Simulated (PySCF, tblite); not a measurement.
# C7H12: dynamics, then NMR shifts on frames, part 2 of 2

tblite 0.8.0 and PySCF 2.14.0. Atoms count from 0.

**6. Shielding tensors: 800 fs, PBE0/pcSseg-1**

What the job is given:

```
{"job": {"kind": "nmr", "xc": "PBE0", "basis": "pcSseg-1", "pop": false}, "charge": 0, "multiplicity": 1}
C     -1.618100    -0.642200     0.149000
C     -0.215600    -0.887300     0.885400
C      0.292100     0.440400     0.213100
C     -0.988700     0.542000    -0.554300
C      0.753100     1.584600     1.199500
C      2.175200     1.290300     0.756100
C      1.694800     0.492600    -0.425900
H     -2.347200    -0.283500     0.850400
H     -2.126700    -1.408000    -0.493400
H      0.212300    -1.820000     0.539100
H     -0.368900    -0.826300     1.954000
H     -0.787500     0.379800    -1.650900
H     -1.600300     1.469700    -0.449300
H      0.492600     1.625000     2.273400
H      0.351800     2.497500     0.703800
H      2.823300     0.767600     1.488000
H      2.672900     2.231300     0.505200
H      2.180900    -0.484600    -0.667100
H      1.702500     1.070200    -1.354900
```

Method: GIAO PBE0/pcSseg-1 NMR shielding, non-relativistic, gas phase.

Log:

```text
coarse grid: 15048 points
cycle   1  E = -273.4342253731  dE =  8.213e-01  |g| = 4.062e-01  |ddm| = 3.837e+00
cycle   2  E = -273.4191700831  dE =  1.506e-02  |g| = 4.868e-01  |ddm| = 8.777e-01
cycle   3  E = -273.4817654847  dE = -6.260e-02  |g| = 4.256e-02  |ddm| = 5.085e-01
cycle   4  E = -273.4820324664  dE = -2.670e-04  |g| = 2.402e-02  |ddm| = 5.993e-02
cycle   5  E = -273.4821624574  dE = -1.300e-04  |g| = 4.251e-03  |ddm| = 2.330e-02
cycle   6  E = -273.4821665015  dE = -4.044e-06  |g| = 7.075e-04  |ddm| = 4.071e-03
final grid: 142920 points
cycle   7  E = -273.5282682740  dE = -3.939e-05  |g| = 9.152e-03  |ddm| = 3.392e-02
cycle   8  E = -273.5282550462  dE =  1.323e-05  |g| = 1.171e-02  |ddm| = 2.057e-02
cycle   9  E = -273.5282905915  dE = -3.555e-05  |g| = 7.445e-04  |ddm| = 1.185e-02
cycle  10  E = -273.5282907052  dE = -1.137e-07  |g| = 2.302e-04  |ddm| = 8.226e-04
cycle  11  E = -273.5282907175  dE = -1.221e-08  |g| = 3.085e-05  |ddm| = 2.088e-04
cycle  12  E = -273.5282907176  dE = -1.844e-10  |g| = 1.282e-05  |ddm| = 5.122e-05
converged SCF energy = -273.5282907176

GIAO shielding tensors (ppm)
atom      isotropic    diamagn.    paramagn.     s11        s22        s33       span
  0 C      169.695     250.975     -81.280    154.223    170.750    184.113     29.890
  1 C      147.166     246.087     -98.921    129.473    132.531    179.494     50.021
  2 C      139.090     247.420    -108.329    125.948    141.840    149.483     23.535
  3 C      146.354     246.467    -100.113    126.199    137.206    175.655     49.456
  4 C      144.862     249.410    -104.548    123.224    143.759    167.603     44.379
  5 C      169.720     250.073     -80.353    158.043    167.288    183.830     25.787
  6 C      150.398     246.058     -95.660    129.690    145.631    175.873     46.183
  7 H       30.051      31.633      -1.582     26.897     28.058     35.199      8.301
  8 H       29.374      29.431      -0.057     25.709     26.563     35.851     10.142
  9 H       29.149      30.736      -1.586     25.693     28.309     33.447      7.754
 10 H       29.096      31.223      -2.127     25.685     27.907     33.696      8.012
 11 H       28.743      30.482      -1.740     25.357     27.914     32.956      7.599
 12 H       28.860      30.741      -1.881     25.084     27.908     33.587      8.503
 13 H       29.244      30.712      -1.469     26.447     27.261     34.023      7.576
 14 H       29.324      31.160      -1.836     27.256     27.859     32.858      5.602
 15 H       29.302      28.918       0.384     26.239     26.616     35.050      8.811
 16 H       29.394      28.091       1.304     25.433     26.269     36.481     11.049
 17 H       29.270      29.767      -0.497     26.351     27.039     34.418      8.067
 18 H       29.734      30.679      -0.945     26.990     28.465     33.747      6.757
```

Run time: 19 s. Hardware: 1 thread of Arm Neoverse V2, shared host; peak memory 0.84 GiB.

This run: δ C2 47.8, C4 42.1, C3 40.6, C1 39.8, H11 2.97, H12 2.86 ppm.

**7. NMR shieldings: 1000 fs, PBE0/pcSseg-1**

What the job is given:

```
{"job": {"kind": "nmr", "xc": "PBE0", "basis": "pcSseg-1", "pop": false}, "charge": 0, "multiplicity": 1}
C     -1.563200    -0.264500    -0.439900
C     -0.314600    -0.916100     0.175500
C      0.487000     0.395700     0.049000
C     -0.732800     0.961000    -0.698400
C      1.020200     1.167700     1.275100
C      2.270400     1.563500     0.589100
C      1.862100     0.690700    -0.662500
H     -2.415100    -0.206200     0.215900
H     -1.905900    -0.633100    -1.391200
H      0.019500    -1.780000    -0.383100
H     -0.475400    -1.137500     1.252600
H     -0.535400     0.962200    -1.731700
H     -1.124800     1.904300    -0.331500
H      1.222100     0.593200     2.245200
H      0.319200     1.977200     1.602100
H      3.221000     1.275600     1.136800
H      2.454300     2.594300     0.332600
H      2.461900    -0.192200    -0.888200
H      1.767500     1.248400    -1.569700
```

Method: GIAO PBE0/pcSseg-1 NMR shielding, non-relativistic, gas phase.

Log:

```text
coarse grid: 15048 points
cycle   1  E = -273.4278476553  dE =  9.076e-01  |g| = 4.168e-01  |ddm| = 3.891e+00
cycle   2  E = -273.4131099223  dE =  1.474e-02  |g| = 4.947e-01  |ddm| = 8.876e-01
cycle   3  E = -273.4773909336  dE = -6.428e-02  |g| = 4.051e-02  |ddm| = 5.107e-01
cycle   4  E = -273.4776301340  dE = -2.392e-04  |g| = 2.286e-02  |ddm| = 5.679e-02
cycle   5  E = -273.4777475746  dE = -1.174e-04  |g| = 4.611e-03  |ddm| = 2.326e-02
cycle   6  E = -273.4777524674  dE = -4.893e-06  |g| = 3.786e-04  |ddm| = 4.155e-03
final grid: 142920 points
cycle   7  E = -273.5228402445  dE = -4.275e-05  |g| = 9.272e-03  |ddm| = 3.492e-02
cycle   8  E = -273.5228276302  dE =  1.261e-05  |g| = 1.171e-02  |ddm| = 2.046e-02
cycle   9  E = -273.5228629338  dE = -3.530e-05  |g| = 7.118e-04  |ddm| = 1.168e-02
cycle  10  E = -273.5228630378  dE = -1.040e-07  |g| = 2.261e-04  |ddm| = 7.926e-04
cycle  11  E = -273.5228630497  dE = -1.188e-08  |g| = 2.760e-05  |ddm| = 2.038e-04
cycle  12  E = -273.5228630498  dE = -1.651e-10  |g| = 7.801e-06  |ddm| = 4.885e-05
converged SCF energy = -273.5228630498

GIAO shielding tensors (ppm)
atom      isotropic    diamagn.    paramagn.     s11        s22        s33       span
  0 C      176.167     251.094     -74.927    163.711    174.327    190.465     26.754
  1 C      151.048     244.566     -93.518    130.812    142.407    179.925     49.113
  2 C      148.081     245.959     -97.878    127.405    148.795    168.042     40.638
  3 C      146.462     249.280    -102.818    127.062    131.706    180.618     53.556
  4 C      143.631     245.675    -102.044    122.000    133.561    175.332     53.331
  5 C      169.739     251.602     -81.862    157.313    165.255    186.650     29.337
  6 C      145.723     247.199    -101.476    121.296    136.133    179.738     58.442
  7 H       30.513      31.077      -0.564     26.962     28.058     36.521      9.559
  8 H       30.390      31.189      -0.799     26.042     28.444     36.683     10.641
  9 H       29.061      30.308      -1.246     25.076     28.161     33.947      8.870
 10 H       28.855      30.157      -1.302     24.924     27.972     33.670      8.746
 11 H       29.948      33.285      -3.337     26.036     30.576     33.232      7.195
 12 H       29.407      31.570      -2.163     25.688     28.689     33.843      8.154
 13 H       28.196      29.274      -1.077     24.497     27.611     32.481      7.984
 14 H       28.757      29.976      -1.219     25.682     27.442     33.147      7.465
 15 H       28.948      27.856       1.092     25.208     26.273     35.363     10.155
 16 H       29.987      29.627       0.361     26.588     27.564     35.810      9.222
 17 H       29.112      30.205      -1.092     26.040     27.719     33.577      7.537
 18 H       30.204      31.553      -1.349     27.093     29.036     34.482      7.389
```

It took 19 s on 1 thread of Arm Neoverse V2, shared host; peak memory 0.84 GiB.

In short: δ C4 43.3, C6 41.2, C3 40.5, C2 38.8, H13 3.52, H14 2.96 ppm.

**8. Comparing the runs: NMR shifts**

Shifts (ppm) of some atoms, chosen among heavy atoms and hydrogens apart, with basis size and wall time:

```tsv
frame	C2	C1	C6	C4	C0	H18	H13	functions	time
250 fs	46.8	45.1	44.8	43.7	14.7	3.11	2.86	179	26 s
425 fs	30.4	38.2	36.8	38.6	13.0	1.36	1.95	179	19 s
625 fs	48.7	41.0	33.7	35.1	17.7	0.97	1.25	179	20 s
800 fs	47.8	39.8	36.5	42.1	17.2	1.98	2.47	179	19 s
1000 fs	38.8	35.9	41.2	43.3	10.8	1.51	3.52	179	19 s
```

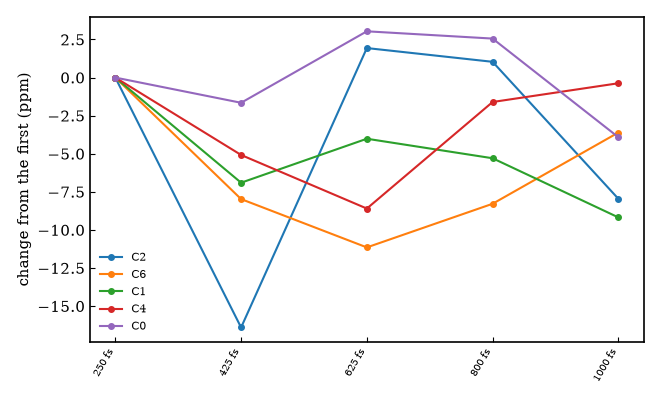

How five of the tabulated atoms move from run to run.

**9. Results**

What follows sums up all 2 parts.

```
                                      quantity                                                                       value
                                    thermostat                                                                       300 K
                 mean temperature, second half                                                                       309 K
       mean potential energy above the minimum                                                                     0.65 eV
13C shifts against TMS (PBE0/pcSseg-1, 250 fs)                                46.8, 45.1, 44.8, 43.7, 41.2, 15.9, 14.7 ppm
 1H shifts against TMS (PBE0/pcSseg-1, 250 fs)  3.52, 3.11, 2.99, 2.86, 2.74, 2.61, 2.55, 2.45, 2.30, 1.60, 1.49, 1.24 ppm
         surface potential, 1st and 99th percentile                                                          -0.18 V and 0.48 V
                      range of the shift of C2                                                            30.4 to 48.7 ppm
```

In the second half the potential energy averages 0.65 eV above the minimum; equipartition over 51 harmonic modes at 300 K would give 0.66 eV. With 19 atoms the temperature swings widely (133 to 401 K). Shifts at one fixed geometry are not the observed spectrum, which averages over the motion. In the first frame run (250 fs): Shielding is most anisotropic at C6 (span 63 ppm, paramagnetic term -107 ppm). Across the 5 runs the shift of C2 moves most, between 30.4 (425 fs) and 48.7 ppm (625 fs).
